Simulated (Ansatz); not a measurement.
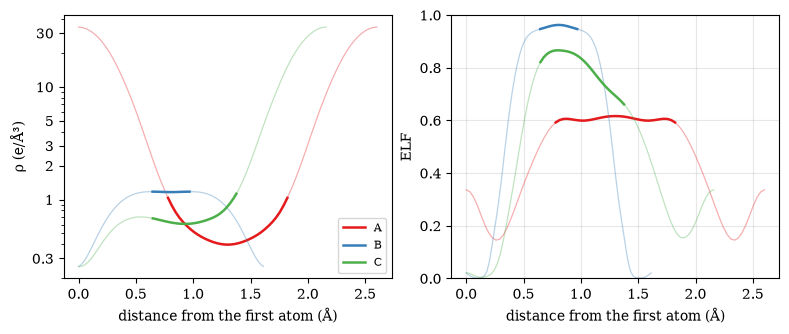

The picture shows: B₂As. Valence electron density and ELF along straight lines between neighbouring atoms. Thin, pale parts lie inside the atomic spheres.

Space group P4/mbm; a structure generated by program, which may or may not match a known phase.

Level of theory: DFT PBE, scalar-relativistic, plane waves, PAW (Ansatz 0.2.0).

The density is the valence pseudo-density of a PAW calculation; it isn't the true density close to the nuclei.

```
CELL_PARAMETERS angstrom
5.30648 0.00000 0.00000
0.00000 5.30648 0.00000
0.00000 0.00000 2.60213
ATOMIC_POSITIONS crystal
B 0.10753 0.39247 0.00000
B 0.39247 0.89247 0.00000
B 0.89247 0.60753 0.00000
B 0.60753 0.10753 0.00000
As 0.00000 0.00000 0.00000
As 0.50000 0.50000 0.00000
```

**Which curve belongs to which contact (As–As, B–As and B–B)? The first atom named is at distance zero.**

Curve A: As–As (2.60 Å): the density is about 0.4 e/Å³ at the midpoint; the ELF peaks at about 0.60 between the atoms. Curve B: B–B (1.61 Å): ρ at the midpoint is about 1.2 e/Å³; the ELF peaks at about 0.95 between the atoms. Curve C: B–As (2.16 Å): ρ is about 0.64 e/Å³ halfway; the ELF peaks at about 0.85 between the atoms.
